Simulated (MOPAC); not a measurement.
## Geometry relaxation, with input and output: CH4BGaO2 (part 2 of 3)

CH4BGaO2; PM6-D3, closed shell, dispersion D3 (MOPAC 23.2.5). The atoms were displaced at random from an optimised geometry.

Geometry of the input (Å):
```
O  -0.1251  2.6737  -0.1807
Ga 0.1927  0.9075  -0.2132
B  1.2939  -0.8074  -0.7379
O  0.3817  -1.5277  -0.0811
C  -0.6952  -0.7707  0.5081
H  -0.9441  2.9003  0.3071
H  2.2353  -1.3193  -1.2804
H  -0.7008  -0.9778  1.6002
H  -1.6426  -1.1118  0.0946
```

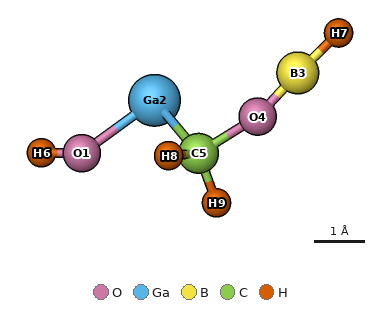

Figure 1. The geometry at step 23 of the log (ball-and-stick view, seen at a tilt; atoms are numbered from 1 in the order of the input).

Trajectory as extended XYZ, continued:
```
9
Properties=species:S:1:pos:R:3:forces:R:3 step=2 energy=-0.96319
O    -0.1624    2.7403   -0.1615   -0.2583   0.0657   0.1394
Ga    0.1577    0.9915   -0.1985    0.7703   0.1167  -0.4149
B     1.3593   -1.0405   -0.7293    1.9712  -0.3376  -1.4570
O     0.4018   -1.5877   -0.0962   -2.1265  -0.9037   1.5013
C    -0.6709   -0.7637    0.5062   -0.3682  -0.3133  -0.3472
H    -0.9401    2.9388    0.2827   -0.9397   1.2910   0.4564
H     2.2824   -1.3381   -1.3714    0.1627  -0.0525   0.0489
H    -0.6935   -0.9750    1.5780    0.2109  -0.0139   0.0252
H    -1.6390   -1.1206    0.0718    0.5775   0.1474   0.0478
9
Properties=species:S:1:pos:R:3:forces:R:3 step=3 energy=-1.10026
O    -0.1833    2.7757   -0.1391    0.1523  -1.0955  -0.0091
Ga    0.1682    0.9844   -0.2127    0.2162   1.2853  -0.2641
B     1.3795   -1.0510   -0.7571   -0.5582  -1.2557   0.3414
O     0.3781   -1.6050   -0.0396    0.9909  -0.1299  -0.8087
C    -0.6704   -0.7684    0.4786   -0.1974   0.1098   0.7278
H    -0.9575    2.9830    0.3033   -0.8365   0.9540   0.4356
H     2.3063   -1.3469   -1.3963    0.0579  -0.1634   0.0975
H    -0.6889   -0.9751    1.5760    0.0533   0.2471  -0.3299
H    -1.6277   -1.1177    0.0684    0.1215   0.0484  -0.1905
9
Properties=species:S:1:pos:R:3:forces:R:3 step=5 energy=-1.36408
O    -0.2537    2.7620   -0.0505   -1.5377   0.8999   0.9383
Ga    0.1878    1.0538   -0.2958    0.1950  -0.0709  -0.0918
B     1.3923   -1.2235   -0.7036    1.1243  -0.5974  -1.0758
O     0.3902   -1.6477   -0.0450   -0.5369  -0.0103   0.4591
C    -0.6695   -0.7588    0.4840    0.4373   0.0947   1.4970
H    -1.0262    3.1697    0.4296    1.0218  -0.5167  -0.6205
H     2.3512   -1.3842   -1.3951   -0.6078  -0.0083   0.6463
H    -0.6740   -0.9562    1.6312    0.0778   0.3219  -1.6348
H    -1.5945   -1.1073    0.0516   -0.1737  -0.1129  -0.1179
9
Properties=species:S:1:pos:R:3:forces:R:3 step=6 energy=-1.56292
O    -0.3329    2.8047    0.0775    0.1509  -1.4547  -0.2695
Ga    0.2075    1.0747   -0.3769   -0.6296   2.0505   0.4885
B     1.4039   -1.3707   -0.7032    0.4924  -0.3766  -0.3020
O     0.4022   -1.6588   -0.0369   -0.9254  -0.0016   0.7555
C    -0.6584   -0.7316    0.5157    0.0430  -0.0155  -0.1401
H    -1.0401    3.2598    0.4135    0.1003  -0.2397   0.0312
H     2.3672   -1.4130   -1.3126    0.5065  -0.2012  -0.2761
H    -0.6661   -0.9341    1.6034    0.0748   0.1341  -0.5137
H    -1.5779   -1.1019    0.0340    0.1871   0.1047   0.2262
9
Properties=species:S:1:pos:R:3:forces:R:3 step=8 energy=-1.76834
O    -0.3966    2.7411    0.1339   -0.4689   0.0526   0.1270
Ga    0.2183    1.1536   -0.4004    0.0881   0.0522  -0.0395
B     1.4079   -1.5065   -0.7117   -0.0365  -0.0725   0.1760
O     0.4002   -1.6767    0.0046    0.4937   0.0060  -0.4058
C    -0.6322   -0.7016    0.4871   -0.1944   0.0662  -0.2788
H    -1.0364    3.3017    0.3988    0.1723  -0.1973   0.0621
H     2.3995   -1.4868   -1.3282   -0.2350  -0.2995   0.1312
H    -0.6505   -0.9008    1.5507    0.0602   0.2079   0.2396
H    -1.5607   -1.0936    0.0492    0.1205   0.1845  -0.0117
9
Properties=species:S:1:pos:R:3:forces:R:3 step=9 energy=-1.82239
O    -0.4673    2.7147    0.2111   -0.4197   0.0894   0.0766
Ga    0.2337    1.2128   -0.4484   -0.0313  -0.1593   0.0827
B     1.4177   -1.6357   -0.6996   -0.0109   0.2612   0.2047
O     0.4111   -1.7014    0.0100    0.2133   0.0989  -0.2496
C    -0.6234   -0.6746    0.4775    0.2741   0.1097  -0.0426
H    -1.0401    3.3538    0.4198    0.2102  -0.3028   0.0532
H     2.4148   -1.5616   -1.2988   -0.1854  -0.3968   0.0605
H    -0.6352   -0.8582    1.5531    0.1080   0.2264  -0.0228
H    -1.5400   -1.0731    0.0603   -0.1584   0.0733  -0.1627
9
Properties=species:S:1:pos:R:3:forces:R:3 step=11 energy=-1.90640
O    -0.5648    2.6538    0.2824   -0.1249  -0.1718   0.0071
Ga    0.2516    1.2714   -0.4914    0.0020  -0.4555   0.0685
B     1.4303   -1.7485   -0.6799   -0.7579   0.4145   0.6011
O     0.4155   -1.7113    0.0102    0.1208   0.2425  -0.1380
C    -0.5889   -0.6180    0.4581   -0.0486  -0.0928  -0.1877
H    -1.0153    3.3456    0.4873   -0.0934   0.0655   0.1503
H     2.4063   -1.7380   -1.2668    0.4803  -0.3851  -0.3273
H    -0.6010   -0.7554    1.5470    0.1226   0.1308  -0.2646
H    -1.5289   -1.0225    0.0421    0.2991   0.2521   0.0906
9
Properties=species:S:1:pos:R:3:forces:R:3 step=12 energy=-2.01528
O    -0.6504    2.5787    0.3340   -0.0153  -0.2527   0.0100
Ga    0.2678    1.3045   -0.5246   -0.0250  -0.3880   0.0524
B     1.4353   -1.8052   -0.6490   -0.4274   0.2859   0.2264
O     0.4159   -1.6982    0.0138   -0.2158   0.4248   0.1110
C    -0.5544   -0.5612    0.4239   -0.1167  -0.0885  -0.1177
H    -0.9844    3.3157    0.5888   -0.1223   0.1086   0.1098
H     2.3905   -1.9380   -1.2589    0.4148  -0.3274  -0.2157
H    -0.5601   -0.6368    1.5196    0.1173   0.0283  -0.2692
H    -1.5151   -0.9498    0.0335    0.3904   0.2089   0.0931
9
Properties=species:S:1:pos:R:3:forces:R:3 step=14 energy=-2.14564
O    -0.7798    2.4341    0.4150    0.1434  -0.1894   0.0256
Ga    0.2954    1.3339   -0.5718   -0.2148   0.1624   0.1566
B     1.4325   -1.8674   -0.6179   -0.4425   0.0006   0.1380
O     0.4149   -1.6197    0.0256    0.5140   0.1457  -0.3839
C    -0.5037   -0.4712    0.3621    0.1923   0.1371   0.0190
H    -0.9323    3.2410    0.7445    0.0172  -0.1852  -0.1561
H     2.3549   -2.2756   -1.2083   -0.2454   0.0423   0.2523
H    -0.4890   -0.4457    1.4516    0.0837  -0.0460   0.0979
H    -1.4790   -0.8168    0.0292   -0.0478  -0.0676  -0.1494
9
Properties=species:S:1:pos:R:3:forces:R:3 step=15 energy=-2.16832
O    -0.7874    2.3916    0.4249    0.1190  -0.3244  -0.0045
Ga    0.2985    1.3228   -0.5726   -0.0025   0.2240  -0.0981
B     1.4107   -1.8485   -0.6241    0.3884  -0.3401  -0.1877
O     0.4212   -1.5705    0.0169   -0.2936   0.2272   0.0830
C    -0.4932   -0.4563    0.3558    0.1109   0.1819   0.0107
H    -0.9194    3.1885    0.7393   -0.1116   0.2049   0.0261
H     2.3281   -2.3269   -1.1438   -0.0169  -0.0158   0.0064
H    -0.4709   -0.4171    1.4369    0.0543  -0.0246   0.3638
H    -1.4680   -0.7885    0.0289   -0.2481  -0.1331  -0.1998
9
Properties=species:S:1:pos:R:3:forces:R:3 step=17 energy=-2.19697
O    -0.8261    2.3433    0.4678    0.1773  -0.1757  -0.0201
Ga    0.3063    1.3534   -0.5944   -0.1783   0.1379   0.1214
B     1.4057   -1.9144   -0.6162   -0.4476   0.1840   0.3869
O     0.4272   -1.5561    0.0069    0.0911   0.1165  -0.0971
C    -0.4773   -0.4251    0.3540   -0.0305   0.0675  -0.0507
H    -0.9157    3.1917    0.7337   -0.0615   0.0085  -0.0648
H     2.3209   -2.3939   -1.0980    0.3675  -0.2878  -0.2503
H    -0.4506   -0.3828    1.4485    0.0298  -0.0873  -0.0459
H    -1.4576   -0.7707    0.0075    0.0522   0.0363   0.0205
9
Properties=species:S:1:pos:R:3:forces:R:3 step=18 energy=-2.20658
O    -0.8332    2.3237    0.4760    0.1622  -0.1730  -0.0096
Ga    0.3070    1.3558   -0.5976   -0.1079   0.1402   0.0392
B     1.4046   -1.9128   -0.6083    0.1028  -0.1725   0.0362
O     0.4275   -1.5451    0.0053   -0.0413   0.1611  -0.0147
C    -0.4740   -0.4143    0.3471    0.0370   0.0643   0.0384
H    -0.9090    3.1742    0.7364   -0.0966   0.0934  -0.0248
H     2.3149   -2.4350   -1.0964   -0.0294  -0.0296  -0.0156
H    -0.4423   -0.3674    1.4417    0.0171  -0.0758  -0.0268
H    -1.4536   -0.7558    0.0083   -0.0439  -0.0082  -0.0223
9
Properties=species:S:1:pos:R:3:forces:R:3 step=20 energy=-2.22046
O    -0.8580    2.2692    0.5191    0.1739   0.0794  -0.0169
Ga    0.3085    1.3819   -0.6145   -0.1129   0.0216   0.0651
B     1.4010   -1.9648   -0.5858   -0.0910  -0.0224   0.1119
O     0.4348   -1.5173   -0.0111    0.1883  -0.0020  -0.1199
C    -0.4601   -0.3833    0.3367    0.0698  -0.0121   0.0008
H    -0.9068    3.1623    0.7108   -0.1346  -0.0270   0.0003
H     2.2999   -2.5196   -1.0619   -0.0604  -0.0254   0.0173
H    -0.4204   -0.3455    1.4330    0.0045  -0.0366  -0.0531
H    -1.4420   -0.7290    0.0033   -0.0376   0.0244  -0.0057
9
Properties=species:S:1:pos:R:3:forces:R:3 step=22 energy=-2.22973
O    -0.8455    2.2671    0.5366    0.0588   0.1556   0.0306
Ga    0.2992    1.3908   -0.6170    0.0062  -0.0840  -0.0306
B     1.4040   -1.9913   -0.5633    0.0367  -0.0401  -0.0694
O     0.4422   -1.5028   -0.0310   -0.0245   0.0621   0.0111
C    -0.4559   -0.3831    0.3326   -0.0020  -0.0380   0.0133
H    -0.9298    3.1663    0.6812   -0.1375  -0.0028   0.0545
H     2.2935   -2.5431   -1.0515    0.0387  -0.1015   0.0172
H    -0.4162   -0.3684    1.4285   -0.0013   0.0238  -0.0230
H    -1.4424   -0.7240   -0.0015    0.0249   0.0248  -0.0037
9
Properties=species:S:1:pos:R:3:forces:R:3 step=23 energy=-2.23934
O    -0.8424    2.2653    0.5674    0.1123   0.0744  -0.0876
Ga    0.2869    1.4039   -0.6257   -0.0561   0.0401   0.0586
B     1.4080   -2.0396   -0.5346   -0.1678   0.0937  -0.0468
O     0.4575   -1.4760   -0.0599    0.1615  -0.1379  -0.0758
C    -0.4429   -0.3793    0.3213   -0.0381   0.0266   0.0172
H    -0.9683    3.1651    0.6790   -0.0998  -0.0187   0.0641
H     2.2838   -2.6225   -1.0159    0.0087  -0.0737   0.0719
H    -0.4025   -0.3745    1.4164    0.0025   0.0384   0.0052
H    -1.4373   -0.7008   -0.0130    0.0768  -0.0429  -0.0068
9
Properties=species:S:1:pos:R:3:forces:R:3 step=25 energy=-2.25011
O    -0.8316    2.2880    0.5818    0.0734  -0.0177  -0.0946
Ga    0.2686    1.4152   -0.6269   -0.0286   0.2094   0.0495
B     1.4081   -2.0896   -0.5182   -0.1053   0.0650  -0.0437
O     0.4820   -1.4560   -0.0934    0.0377  -0.1121   0.0055
C    -0.4287   -0.3824    0.3134   -0.0207   0.0485  -0.0292
H    -1.0287    3.1663    0.7047   -0.0191  -0.0556   0.0190
H     2.2793   -2.7179   -0.9563   -0.0601  -0.0012   0.0717
H    -0.3871   -0.3840    1.4071    0.0199  -0.0099   0.0145
H    -1.4257   -0.6867   -0.0290    0.1028  -0.1264   0.0071
9
Properties=species:S:1:pos:R:3:forces:R:3 step=26 energy=-2.25544
O    -0.8311    2.2979    0.5782    0.0458  -0.0722  -0.0552
Ga    0.2634    1.4239   -0.6252    0.0202   0.1800  -0.0032
B     1.4019   -2.1077   -0.5258    0.0247   0.0088   0.0213
O     0.4922   -1.4558   -0.0983   -0.0675  -0.0143   0.0526
C    -0.4227   -0.3823    0.3117    0.0299   0.0091  -0.0315
H    -1.0491    3.1591    0.7244   -0.0272   0.0068   0.0214
H     2.2803   -2.7550   -0.9218   -0.1012   0.0224   0.0158
H    -0.3791   -0.3831    1.4067    0.0261  -0.0320  -0.0308
H    -1.4139   -0.6968   -0.0322    0.0491  -0.1085   0.0096
9
Properties=species:S:1:pos:R:3:forces:R:3 step=28 energy=-2.26062
O    -0.8341    2.2967    0.5801    0.0027  -0.0222  -0.0024
Ga    0.2607    1.4440   -0.6298    0.0298   0.0188  -0.0157
B     1.3954   -2.1288   -0.5236    0.0487   0.0104   0.0714
O     0.4975   -1.4604   -0.0973    0.0393  -0.0257  -0.0080
C    -0.4132   -0.3814    0.3032    0.0104  -0.0263  -0.0035
H    -1.0655    3.1481    0.7503   -0.0295  -0.0031   0.0209
H     2.2713   -2.7946   -0.8947   -0.1170   0.0335  -0.0137
H    -0.3670   -0.3840    1.3988    0.0293   0.0218  -0.0287
H    -1.3986   -0.7235   -0.0280   -0.0136  -0.0073  -0.0203
9
Properties=species:S:1:pos:R:3:forces:R:3 step=29 energy=-2.26218
O    -0.8355    2.2935    0.5853   -0.0011  -0.0002  -0.0001
Ga    0.2587    1.4537   -0.6341    0.0078  -0.0171   0.0074
B     1.3947   -2.1407   -0.5148   -0.0107   0.0376   0.0732
O     0.5003   -1.4595   -0.1000    0.1320  -0.0774  -0.0473
C    -0.4078   -0.3805    0.2971   -0.0061  -0.0194   0.0001
H    -1.0748    3.1417    0.7655   -0.0167  -0.0337   0.0098
H     2.2612   -2.8191   -0.8853   -0.1086   0.0427  -0.0043
H    -0.3592   -0.3818    1.3923    0.0242   0.0437  -0.0114
H    -1.3927   -0.7301   -0.0287   -0.0208   0.0239  -0.0273
9
Properties=species:S:1:pos:R:3:forces:R:3 step=31 energy=-2.26533
O    -0.8405    2.2799    0.5967    0.0256  -0.0170  -0.0180
Ga    0.2551    1.4704   -0.6436   -0.0286  -0.0176   0.0372
B     1.3936   -2.1617   -0.4925   -0.0754   0.0107   0.0109
O     0.5085   -1.4537   -0.1051    0.1706  -0.0929  -0.0519
C    -0.3964   -0.3748    0.2824   -0.0096   0.0120   0.0022
H    -1.0908    3.1166    0.8065   -0.0099  -0.0389  -0.0058
H     2.2279   -2.8746   -0.8696   -0.0539   0.0575   0.0216
H    -0.3385   -0.3604    1.3766   -0.0100   0.0438   0.0129
H    -1.3819   -0.7300   -0.0378   -0.0086   0.0423  -0.0092
9
Properties=species:S:1:pos:R:3:forces:R:3 step=32 energy=-2.26647
O    -0.8436    2.2711    0.5997    0.0294  -0.0259  -0.0108
Ga    0.2541    1.4750   -0.6467   -0.0115   0.0041   0.0087
B     1.3916   -2.1682   -0.4854   -0.0624  -0.0242  -0.0225
O     0.5139   -1.4509   -0.1048    0.0319   0.0149   0.0082
C    -0.3923   -0.3701    0.2765    0.0118   0.0110  -0.0015
H    -1.0949    3.1017    0.8245   -0.0176  -0.0219  -0.0061
H     2.2100   -2.8922   -0.8648    0.0395  -0.0018  -0.0030
H    -0.3295   -0.3434    1.3702   -0.0319   0.0173   0.0140
H    -1.3784   -0.7235   -0.0447    0.0109   0.0265   0.0131
9
Properties=species:S:1:pos:R:3:forces:R:3 step=34 energy=-2.26747
O    -0.8474    2.2599    0.6067    0.0227  -0.0256  -0.0060
Ga    0.2518    1.4824   -0.6502    0.0174   0.0193  -0.0250
B     1.3843   -2.1844   -0.4828   -0.0993   0.0250   0.0371
O     0.5241   -1.4430   -0.1067    0.0416  -0.0271  -0.0128
C    -0.3847   -0.3627    0.2707    0.0301   0.0052  -0.0030
H    -1.1059    3.0867    0.8346   -0.0250  -0.0038   0.0039
H     2.1980   -2.9236   -0.8436    0.0257   0.0099  -0.0211
H    -0.3211   -0.3287    1.3645   -0.0329  -0.0052   0.0085
H    -1.3718   -0.7131   -0.0504    0.0197   0.0023   0.0183
9
Properties=species:S:1:pos:R:3:forces:R:3 step=35 energy=-2.26807
O    -0.8487    2.2509    0.6115    0.0092  -0.0052   0.0021
Ga    0.2515    1.4880   -0.6532    0.0327  -0.0057  -0.0371
B     1.3775   -2.1929   -0.4819   -0.0333  -0.0019   0.0385
O     0.5293   -1.4403   -0.1049   -0.0358   0.0326   0.0066
C    -0.3799   -0.3585    0.2675    0.0213  -0.0002   0.0139
H    -1.1132    3.0777    0.8360   -0.0281  -0.0025   0.0123
H     2.1928   -2.9329   -0.8348    0.0338  -0.0134  -0.0405
H    -0.3207   -0.3229    1.3621   -0.0189  -0.0023  -0.0004
H    -1.3676   -0.7089   -0.0513    0.0192  -0.0014   0.0046
9
Properties=species:S:1:pos:R:3:forces:R:3 step=37 energy=-2.26898
O    -0.8497    2.2266    0.6263    0.0008   0.0249  -0.0084
Ga    0.2497    1.5051   -0.6648    0.0208  -0.0276  -0.0075
B     1.3634   -2.2177   -0.4638    0.0409  -0.0501  -0.0170
O     0.5416   -1.4292   -0.1052   -0.0455   0.0389   0.0139
C    -0.3649   -0.3482    0.2571   -0.0253   0.0122   0.0226
H    -1.1421    3.0430    0.8587   -0.0143  -0.0186   0.0104
H     2.1680   -2.9695   -0.8218    0.0047   0.0067  -0.0111
H    -0.3167   -0.3059    1.3522    0.0037   0.0100   0.0043
H    -1.3534   -0.6983   -0.0613    0.0142   0.0038  -0.0073
9
Properties=species:S:1:pos:R:3:forces:R:3 step=38 energy=-2.26921
O    -0.8483    2.2295    0.6246   -0.0011   0.0179  -0.0065
Ga    0.2496    1.5037   -0.6642    0.0230  -0.0212  -0.0087
B     1.3642   -2.2171   -0.4636    0.0093  -0.0166  -0.0116
O     0.5410   -1.4293   -0.1056   -0.0280   0.0241   0.0143
C    -0.3659   -0.3491    0.2586   -0.0191   0.0079   0.0156
H    -1.1436    3.0429    0.8595   -0.0129  -0.0150   0.0090
H     2.1696   -2.9652   -0.8256    0.0181  -0.0085  -0.0122
H    -0.3185   -0.3079    1.3535    0.0032   0.0079   0.0026
H    -1.3535   -0.6990   -0.0624    0.0074   0.0034  -0.0027
9
Properties=species:S:1:pos:R:3:forces:R:3 step=40 energy=-2.26963
O    -0.8461    2.2354    0.6179    0.0075  -0.0110  -0.0088
Ga    0.2510    1.4996   -0.6630    0.0177   0.0133  -0.0024
B     1.3640   -2.2140   -0.4660    0.0092  -0.0002  -0.0153
O     0.5397   -1.4289   -0.1031   -0.0024   0.0028   0.0186
C    -0.3684   -0.3503    0.2630   -0.0045  -0.0023  -0.0016
H    -1.1484    3.0370    0.8688   -0.0113  -0.0008   0.0012
H     2.1741   -2.9533   -0.8371    0.0005  -0.0033  -0.0005
H    -0.3241   -0.3092    1.3577    0.0034  -0.0014   0.0008
H    -1.3529   -0.7000   -0.0649   -0.0202   0.0027   0.0080
9
Properties=species:S:1:pos:R:3:forces:R:3 step=42 energy=-2.26980
O    -0.8471    2.2328    0.6137    0.0050  -0.0050   0.0014
Ga    0.2535    1.4994   -0.6635    0.0155   0.0053  -0.0039
B     1.3615   -2.2123   -0.4697    0.0144   0.0096  -0.0053
O     0.5400   -1.4289   -0.0964   -0.0035  -0.0075   0.0014
C    -0.3696   -0.3494    0.2640   -0.0006   0.0019   0.0071
H    -1.1501    3.0292    0.8761   -0.0123   0.0002  -0.0035
H     2.1742   -2.9471   -0.8447   -0.0076  -0.0050  -0.0006
H    -0.3267   -0.3053    1.3589    0.0034  -0.0003   0.0006
H    -1.3542   -0.6996   -0.0627   -0.0142   0.0009   0.0028
9
Properties=species:S:1:pos:R:3:forces:R:3 step=43 energy=-2.26985
O    -0.8475    2.2319    0.6122    0.0042  -0.0018   0.0041
Ga    0.2546    1.4988   -0.6635    0.0129  -0.0022  -0.0030
B     1.3618   -2.2100   -0.4712    0.0174   0.0039  -0.0072
O     0.5392   -1.4294   -0.0944   -0.0108  -0.0048  -0.0014
C    -0.3709   -0.3494    0.2649    0.0019   0.0042   0.0068
H    -1.1493    3.0282    0.8761   -0.0135   0.0009  -0.0035
H     2.1746   -2.9438   -0.8483   -0.0103  -0.0016   0.0016
H    -0.3274   -0.3047    1.3597    0.0022   0.0008   0.0009
H    -1.3561   -0.6995   -0.0608   -0.0040   0.0006   0.0019
```
